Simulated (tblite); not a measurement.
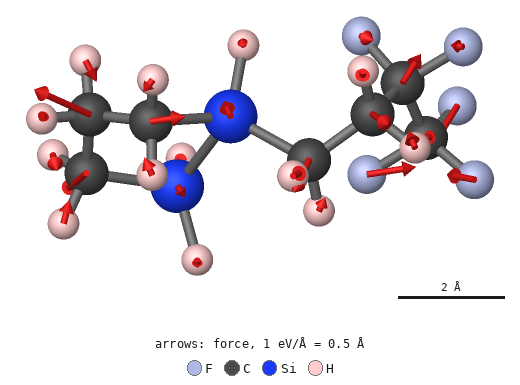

Starting geometry of C$_{7}$H$_{13}$F$_{5}$Si$_{2}$ with the computed forces as red arrows. Style: ball-and-stick. Shown from a free direction.

The calculation used GFN2-xTB geometry optimisation, gas phase (tblite 0.8.0). 

> What follows when this structure is relaxed?

It isn't relaxed: the largest force vector, on a C atom, is 3.13 eV/Å. The final displacements have little in common with the starting forces (cosine between the two patterns 0.06). The atom that moves furthest after the best rigid fit is an H atom (1.70 Å). Largest moves by element: H 1.70 Å, F 1.16 Å, Si 0.90 Å, C 0.66 Å. Among the contacts that change: C–Si 1.856 → 1.922 Å, Si–Si 2.256 → 2.317 Å, C–C 1.473 → 1.530 Å, C–F 1.384 → 1.330 Å. Bond angles that change, for instance: C–Si–Si 111.5° → 122.6°, C–Si–H 114.4° → 104.3°, Si–Si–H 111.8° → 120.8°. Groups turn about C–Si by about 40°. The energy falls by 1.132 eV in 195 geometry steps.
